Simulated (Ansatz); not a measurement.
Ca2Te2

Input

```
crystal:
  periodic: [false, false, false]
  atoms:
    - {symbol: Ca, position_ang: [-0.009482, -1.725898, -0.072124]}
    - {symbol: Ca, position_ang: [0.009605, 1.726066, 0.071851]}
    - {symbol: Te, position_ang: [-2.298480, 0.024015, -0.272692]}
    - {symbol: Te, position_ang: [2.298357, -0.024192, 0.272965]}
basis:
  gaussian: {orbitals: def2-TZVP, initial_orbitals: start.molden}
hamiltonian: {xc: pbe0, dispersion: d4}
scf: {omitted_lower_state_checks: [starts]}
output: {orbitals: {seedname: orbitals}}
```

Command:

```sh
ansatz run in.yaml --threads 4 --pin off --events-out ev --progress --plain --max-ram 4787MiB
```

Geometry: PBE-D4/def2-SVP; core potentials replace the inner electrons of Te.

Method: RKS PBE0-D4/def2-TZVP (Ansatz 0.2.0).

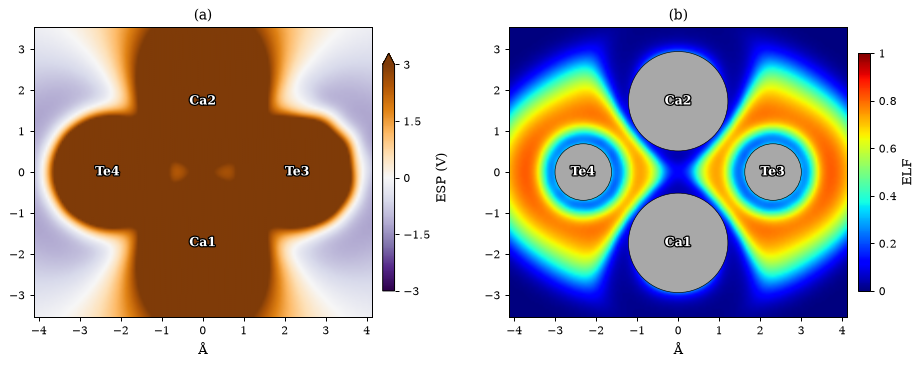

Figure 1. (a) electrostatic potential; (b) ELF on the molecular plane. Grey discs cover the atomic cores in the ELF map.

What does the map show?

Answer.
- The section cuts through Ca and Te sites.
- Ca–Te (2.89 Å): the ELF peaks at about 0.70 in the valence shell of Te, 1.3 Å from its nucleus, and drops to about 0.25 between the two atoms.
- Ca–Ca (3.46 Å): the ELF is about 0.10 at the midpoint.
- Outside the dense part of the molecule the potential is most negative (−1.3 V) near Te3 and Te4.

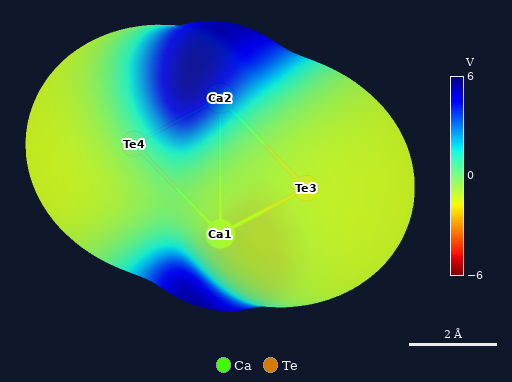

Figure 2. The molecular electrostatic potential painted on the density surface at 0.001 e/bohr³, seen at a tilt; red is negative and blue positive.

Where is the surface potential most negative and most positive?

Answer. The most negative region (about −1.3 V) lies over Te3 and Te4, the most positive (about +5.5 V) over Ca1 and Ca2.

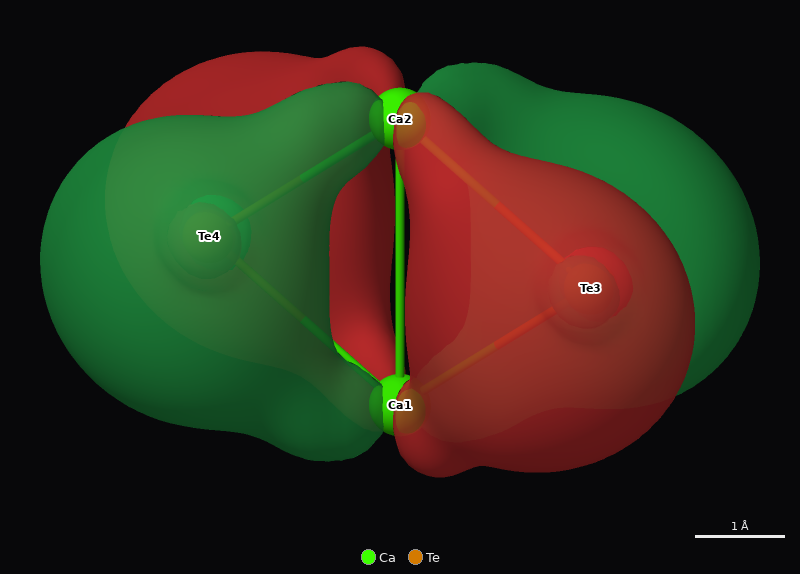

Figure 3. The HOMO at ±0.05 Å⁻³ᐟ² (green and red are the two phases), seen at a tilt.

Where does this orbital lie, and at what energy?

Answer. Its weight (Hirshfeld) is mainly on Te3 (about 40 %), Te4 (about 40 %), Ca1 (about 10 %) and Ca2 (about 10 %); it changes sign across the molecular plane (π type); it is gerade (even under inversion); π-antibonding (a node) across Ca1–Ca2. Its energy is −5.18 eV.
